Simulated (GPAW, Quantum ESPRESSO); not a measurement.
LiRh (P-6m2), Rh L₃ edge of atom 1, with 6 Li at 2.65 Å and 6 Rh at 2.65 Å (anticuboctahedral, as in hcp, site symmetry -6m2). Method: GPAW, LDA, excited-electron core hole (neutral cell), 16-atom cell with 6.3 Å between holes, 4×4×4 k points, dipole transitions, Gaussian full width 2.13 eV up to 4 eV, rising linearly to 3.5 eV at 25 eV.

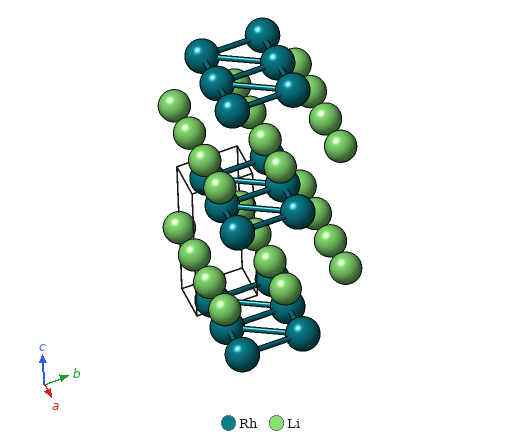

The structure (rhodium blue, lithium green). 3×2×2 cells are drawn. Some periodic images of atoms are drawn too.

```
Rh Li
1.0
     2.65230    0.00000    0.00000
    -1.32615    2.29696    0.00000
     0.00000    0.00000    4.32660
Rh Li
1 1
Cartesian
  1.3262 0.7657 0.0000
  0.0000 0.0000 2.1633
```

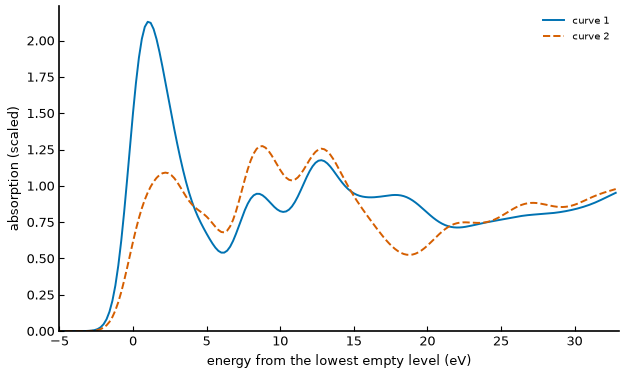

Energy from the lowest empty level; a common scale on which the isotropic spectrum has a mean of 1 over the first 20 eV.

Q: The curves are for the electric vector along different Cartesian axes of the cell as given, averaged over the symmetry-equivalent atoms. Which is which?

Curve 1: along x (⊥ c) (the other in-plane axis gives the same curve within 3 %), main maxima 1.0 eV (2.13), 8.4 eV (0.95) and 12.8 eV (1.18). Curve 2: along z (c), main maxima 2.2 eV (1.09), 8.8 eV (1.27) and 12.8 eV (1.26). At an L edge the dipole rule selects empty d (and weakly s) states on the absorber, and the strong line at the onset measures the empty part of its d band. Each direction probes the empty orbitals that point along it. Only the L₃ part is meant: spin–orbit coupling of the core level isn't computed and the L₂ copy isn't added. The script folds with a Gaussian, whereas the core hole's own line is a Lorentzian, so the onset is too steep and the first peak too high.

[Banner, clock and machine lines of the logs are left out without a mark of their own.]

[Logs are printed without paths, hosts, clocks, repeated set-up lines and the standing remarks that a program may print on its own settings, such as how far it seeks lower states.]

[Hosts, paths, dates, database ids (printed as entryN), source tags and the programs' standing remarks are cut or masked in the printed files.]

[Lists of maxima count a maximum above −3 eV only where it reaches 4 % of the highest in the window and stands out from its surroundings by 2 % of it (1.5 % where it reaches 55 %); shoulders and weaker maxima are passed over, and of the rest the first, up to two pre-edge ones and the few strongest are named.]
